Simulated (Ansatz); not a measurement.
System: PH3.

Input file:

```
crystal:
  periodic: [false, false, false]
  atoms:
    - {symbol: P, position_ang: [0.532171, -0.262562, 1.980464]}
    - {symbol: H, position_ang: [-0.373079, 0.816873, 2.155199]}
    - {symbol: H, position_ang: [0.837399, -0.329379, 3.365460]}
    - {symbol: H, position_ang: [-0.493689, -1.238717, 2.081485]}
basis:
  gaussian: {orbitals: "def2-TZVPPD.json"}
hamiltonian: {xc: pbe0, dispersion: d4}
output: {orbitals: {seedname: orbitals}}
```

Command:

```sh
ansatz run in.yaml --threads 4 --pin off --events-out ev --progress --plain --max-ram 9574MiB
```

Geometry: PBE0-D4/def2-TZVP.

Method: Ansatz 0.2.0, RKS PBE0-D4/def2-TZVPPD.

Predict the electron density and electron localisation function between the atoms.

Answer. P–H (1.42 Å): the density is about 1.1 e/Å³ at the midpoint; the ELF climbs to about 1 towards the hydrogen, as it does in any bond to H.

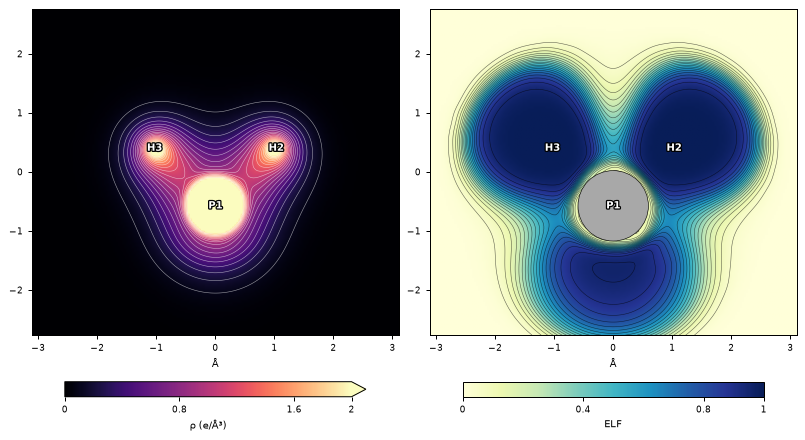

Computed electron density and electron localisation function on the plane of atoms H2, P1 and H3, in this order. Grey discs cover the atomic cores in the ELF map. 
